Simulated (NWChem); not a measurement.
**the pair GeH3Cl···O3: a chain of runs**

We compute the energy (singlet GeH3ClO3, revPBE-D3(0)/cc-pVDZ), then a single-point energy (singlet GeH3Cl, revPBE-D3(0)/cc-pVDZ), then the energy (singlet O3, revPBE-D3(0)/cc-pVDZ), then a single-point energy (singlet GeH3Cl, revPBE-D3(0)/cc-pVDZ), then the energy (singlet O3, revPBE-D3(0)/cc-pVDZ) of ClGeH3O3 and its partners. 

Program for the calculation: NWChem 7.3.0.

### 1 Starting point

GeH3ClO3: 8 atoms, total charge 0, spin state singlet. The two molecules were placed rigidly side by side, at 1.1 times their contact distance; the pair isn't optimised.

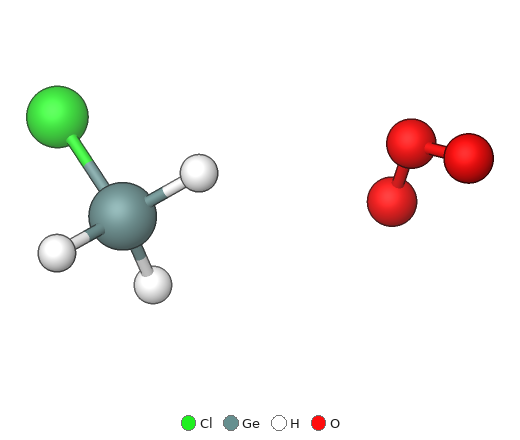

The structure, seen from a chosen angle (chlorine green, germanium teal, hydrogen white, oxygen red).

### 2 A single-point energy at revPBE-D3(0)/cc-pVDZ (run 1)

The input, calc.nw:

```
START calc
TITLE "ClGeH3O3 revPBE"
memory total 2200 mb

GEOMETRY noautosym nocenter noautoz
   Cl   -1.885780   -0.010380    0.649560
   Ge    0.151820    0.000820   -0.052340
   H     0.150420    0.670920   -1.429840
   H     0.609020   -1.458980   -0.132340
   H     0.974520    0.797620    0.964960
   O     1.419300    1.165150   -5.653440
   O     0.653450    0.754150   -4.771920
   O     0.947970   -0.290640   -4.176790
END

BASIS spherical bse
   * library cc-pVDZ
END

DFT
   xc revpbe cpbe96
   disp vdw 3
   grid fine
   convergence energy 1e-08
   maxiter 100
   mulliken
   print low
END

TASK dft energy
```

Command:

```bash
$ nwchem calc.nw > calc.out
```

The log of the run:

```text
[...]
 d= 0,ls=0.0,diis     1  -2763.9082854149 -3.14D+03  2.88D-02  2.62D+00     7.6
[...]
 d= 0,ls=0.5,diis    34  -2764.1543787267 -8.50D-09  1.16D-06  1.97D-08   160.9
         Total DFT energy =    -2764.154378733477
      One electron energy =    -4584.488857400018
           Coulomb energy =     1580.438999886534
    Exchange-Corr. energy =     -133.663097564323
 Nuclear repulsion energy =      373.562900285676
    Dispersion correction =       -0.004323941347
[...]
      Total Density - Mulliken Population Analysis
     ---------------------------------------------
    Atom       Charge   Shell Charges
 -----------   ------   -------------------------------------------------------
    1 Cl  17    17.25   2.00  2.03  0.95  0.96  6.00  3.07  2.21  0.02
    2 Ge  32    31.68   2.00  2.00  2.02  0.96  0.37  6.00  6.00  1.51  0.67  9.90  0.26
    3 H    1     1.03   0.71  0.31  0.01
    4 H    1     1.02   0.71  0.30  0.01
    5 H    1     1.03   0.71  0.30  0.01
    6 O    8     8.10   2.01  0.90  1.01  2.71  1.44  0.03
    7 O    8     7.79   2.01  0.92  0.89  2.73  1.17  0.07
    8 O    8     8.10   2.01  0.90  1.01  2.72  1.44  0.03
[...]
```

Wall time 2.8 min (1 thread of AMD EPYC 9R45 (Zen 5), shared host); peak memory 0.13 GiB.

### 3 GeH3Cl: a single-point energy at revPBE-D3(0)/cc-pVDZ (run 2)

The input, nw.nw:

```
start nw
title "ClGeH3 revPBE"
memory total 2200 mb

geometry units angstroms noautosym nocenter noautoz
  Cl      -1.885780      -0.010380       0.649560
  Ge       0.151820       0.000820      -0.052340
  H        0.150420       0.670920      -1.429840
  H        0.609020      -1.458980      -0.132340
  H        0.974520       0.797620       0.964960
end

basis "ao basis" spherical bse
  * library cc-pVDZ
end

dft
  xc revpbe cpbe96
  mult 1
  disp vdw 3
  grid fine
  convergence energy 1e-08
  iterations 100
  mulliken
  print low
end

task dft
```

Command:

```bash
$ nwchem nw.nw > nw.out
```

The log of the run:

```text
[...]
 d= 0,ls=0.0,diis     1  -2538.7198650205 -2.72D+03  1.43D-02  2.99D-01     5.5
[...]
 d= 0,ls=0.0,diis     8  -2538.7591635737 -1.14D-09  3.36D-06  6.95D-08    26.3
         Total DFT energy =    -2538.759163573650
      One electron energy =    -3882.293009590049
           Coulomb energy =     1275.260677712844
    Exchange-Corr. energy =     -108.117504286669
 Nuclear repulsion energy =      176.393834697617
    Dispersion correction =       -0.003162107393
[...]
      Total Density - Mulliken Population Analysis
     ---------------------------------------------
    Atom       Charge   Shell Charges
 -----------   ------   -------------------------------------------------------
    1 Cl  17    17.25   2.00  2.03  0.95  0.96  6.00  3.07  2.21  0.02
    2 Ge  32    31.68   2.00  2.00  2.02  0.95  0.37  6.00  6.00  1.51  0.67  9.90  0.26
    3 H    1     1.02   0.71  0.30  0.01
    4 H    1     1.02   0.71  0.30  0.01
    5 H    1     1.02   0.71  0.30  0.01
[...]
```

Wall time 27 s (1 thread of AMD EPYC 9R45 (Zen 5), shared host); peak memory 0.12 GiB.

### 4 O3: the energy at revPBE-D3(0)/cc-pVDZ (run 3)

The input, o3.nw:

```
start o3
title "O3 energy"
memory total 2200 mb
geometry noautosym nocenter noautoz
 O        1.419300       1.165150      -5.653440
 O        0.653450       0.754150      -4.771920
 O        0.947970      -0.290640      -4.176790
end
basis spherical bse
 O library cc-pVDZ
end
dft
 xc revpbe cpbe96
 mult 1
 disp vdw 3
 grid fine
 convergence energy 1e-08
 iterations 100
 mulliken
 print low
end
task dft
```

Command:

```bash
$ nwchem o3.nw > o3.out
```

The log of the run:

```text
[...]
 d= 0,ls=0.0,diis     1   -225.1859973862 -2.96D+02  4.60D-02  2.33D+00     0.2
[...]
 d= 0,ls=0.0,diis    12   -225.3932729190 -1.99D-11  3.28D-08  7.84D-12     1.8
         Total DFT energy =     -225.393272918950
      One electron energy =     -449.248150086264
           Coulomb energy =      178.761311586922
    Exchange-Corr. energy =      -25.547866486941
 Nuclear repulsion energy =       70.641659592977
    Dispersion correction =       -0.000227525643
[...]
      Total Density - Mulliken Population Analysis
     ---------------------------------------------
    Atom       Charge   Shell Charges
 -----------   ------   -------------------------------------------------------
    1 O    8     8.10   2.01  0.90  1.01  2.72  1.44  0.03
    2 O    8     7.80   2.01  0.92  0.89  2.73  1.17  0.07
    3 O    8     8.10   2.01  0.90  1.01  2.72  1.44  0.03
[...]
```

Run time: 2.4 s. Hardware: 1 thread of AMD EPYC 9R45 (Zen 5), shared host; peak memory 0.12 GiB.

### 5 GeH3Cl among ghost functions: the energy at revPBE-D3(0)/cc-pVDZ (with ghost functions) (run 4)

The input, clgeh3.nw:

```
start clgeh3
memory total 2200 mb
charge 0
geometry noautosym nocenter noautoz
  Cl    -1.885780    -0.010380     0.649560
  Ge     0.151820     0.000820    -0.052340
  H      0.150420     0.670920    -1.429840
  H      0.609020    -1.458980    -0.132340
  H      0.974520     0.797620     0.964960
  bqO      1.419300     1.165150    -5.653440
  bqO      0.653450     0.754150    -4.771920
  bqO      0.947970    -0.290640    -4.176790
end
basis spherical bse
  Cl library cc-pVDZ
  Ge library cc-pVDZ
  H library cc-pVDZ
  bqO library O cc-pVDZ
end
dft
  xc revpbe cpbe96
  disp vdw 3
  grid fine
  convergence energy 1e-08
  maxiter 100
  mulliken
  print low
end
task dft energy
```

Command:

```bash
$ nwchem clgeh3.nw > clgeh3.out
```

The log of the run:

```text
[...]
 d= 0,ls=0.0,diis     1  -2538.7198856472 -2.72D+03  8.40D-03  2.99D-01     7.2
[...]
 d= 0,ls=0.0,diis     8  -2538.7591874090 -1.15D-09  1.98D-06  6.96D-08    37.1
         Total DFT energy =    -2538.759187408980
      One electron energy =    -3882.290973768594
           Coulomb energy =     1275.258526438822
    Exchange-Corr. energy =     -108.117412669431
 Nuclear repulsion energy =      176.393834697617
    Dispersion correction =       -0.003162107393
[...]
      Total Density - Mulliken Population Analysis
     ---------------------------------------------
    Atom       Charge   Shell Charges
 -----------   ------   -------------------------------------------------------
    1 Cl  17    17.25   2.00  2.03  0.95  0.96  6.00  3.07  2.21  0.02
    2 Ge  32    31.68   2.00  2.00  2.02  0.95  0.37  6.00  6.00  1.51  0.67  9.90  0.26
    3 H    1     1.02   0.71  0.30  0.01
    4 H    1     1.02   0.71  0.30  0.01
    5 H    1     1.02   0.71  0.30  0.01
    6 X    0     0.00  -0.00 -0.00  0.00 -0.00  0.00  0.00
    7 X    0     0.00  -0.00 -0.00  0.00 -0.00  0.00 -0.00
    8 X    0     0.00  -0.00 -0.00  0.00 -0.00  0.00 -0.00
[...]
```

It took 38 s on 1 thread of AMD EPYC 9R45 (Zen 5), shared host; peak memory 0.12 GiB.

### 6 O3 among ghost functions: the energy at revPBE-D3(0)/cc-pVDZ (with ghost functions) (run 5)

The input, mymol.nw:

```
start mymol
title "O3 energy"
memory total 2200 mb
geometry noautosym nocenter noautoz
   O     1.419300    1.165150   -5.653440
   O     0.653450    0.754150   -4.771920
   O     0.947970   -0.290640   -4.176790
   bqCl    -1.885780    -0.010380     0.649560
   bqGe     0.151820     0.000820    -0.052340
   bqH      0.150420     0.670920    -1.429840
   bqH      0.609020    -1.458980    -0.132340
   bqH      0.974520     0.797620     0.964960
end
basis spherical bse
   O library cc-pVDZ
   bqCl library Cl cc-pVDZ
   bqGe library Ge cc-pVDZ
   bqH library H cc-pVDZ
end
dft
   xc revpbe cpbe96
   disp vdw 3
   grid fine
   convergence energy 1e-08
   iterations 100
   mulliken
   print low
end
task dft energy
```

Command:

```bash
$ nwchem mymol.nw > mymol.out
```

The log of the run:

```text
[...]
 d= 0,ls=0.0,diis     1   -225.1870452314 -2.96D+02  1.89D-02  2.33D+00     4.0
[...]
 d= 0,ls=0.0,diis    11   -225.3944508013 -9.61D-09  1.76D-07  5.79D-10    40.9
         Total DFT energy =     -225.394450801295
      One electron energy =     -449.211464436423
           Coulomb energy =      178.719819636025
    Exchange-Corr. energy =      -25.544238068231
 Nuclear repulsion energy =       70.641659592977
    Dispersion correction =       -0.000227525643
[...]
      Total Density - Mulliken Population Analysis
     ---------------------------------------------
    Atom       Charge   Shell Charges
 -----------   ------   -------------------------------------------------------
    1 O    8     8.10   2.01  0.90  1.01  2.72  1.44  0.03
    2 O    8     7.79   2.01  0.92  0.89  2.73  1.17  0.07
    3 O    8     8.10   2.01  0.90  1.01  2.72  1.44  0.03
    4 X    0    -0.00  -0.00  0.00 -0.00 -0.00  0.00 -0.00 -0.00 -0.00
    5 X    0     0.00  -0.00  0.00 -0.00 -0.00 -0.00 -0.00  0.00 -0.00  0.00 -0.00 -0.00
    6 X    0     0.01  -0.00  0.01 -0.00
    7 X    0    -0.00  -0.00 -0.00 -0.00
    8 X    0     0.00  -0.00  0.00 -0.00
[...]
```

Wall time 41 s (1 thread of AMD EPYC 9R45 (Zen 5), shared host); peak memory 0.12 GiB.

### 7 Summary of results

```
                                                                                                                quantity           value
                                                                               run 1, revPBE-D3(0)/cc-pVDZ: total energy  -2764.15438 Eh
                                                                          run 1, revPBE-D3(0)/cc-pVDZ: dispersion energy   -11.35 kJ/mol
                                                                                                    GeH3Cl: total energy  -2538.75916 Eh
                                                                                               GeH3Cl: dispersion energy    -8.30 kJ/mol
                                                                                                        O3: total energy   -225.39327 Eh
                                                                                                   O3: dispersion energy    -0.60 kJ/mol
                                                                              GeH3Cl among ghost functions: total energy  -2538.75919 Eh
                                                                         GeH3Cl among ghost functions: dispersion energy    -8.30 kJ/mol
                                                                                  O3 among ghost functions: total energy   -225.39445 Eh
                                                                             O3 among ghost functions: dispersion energy    -0.60 kJ/mol
              interaction energy of the rigid parts GeH3Cl and O3 (parts in their own basis; closest atoms 3.02 Å apart)       -0.053 eV
interaction energy of the rigid parts GeH3Cl and O3 (parts in the whole basis, counterpoise; closest atoms 3.02 Å apart)       -0.020 eV
```

The interaction energy of the rigid parts GeH3Cl and O3 (parts in their own basis; closest atoms 3.02 Å apart) is −0.05 eV (−5.1 kJ/mol): the parts attract. Without counterpoise this holds the superposition error of the basis. The interaction energy of the rigid parts GeH3Cl and O3 (parts in the whole basis, counterpoise; closest atoms 3.02 Å apart) is −0.02 eV (−0.5 kcal/mol): the parts attract. The basis-set superposition error is 3.2 kJ/mol.
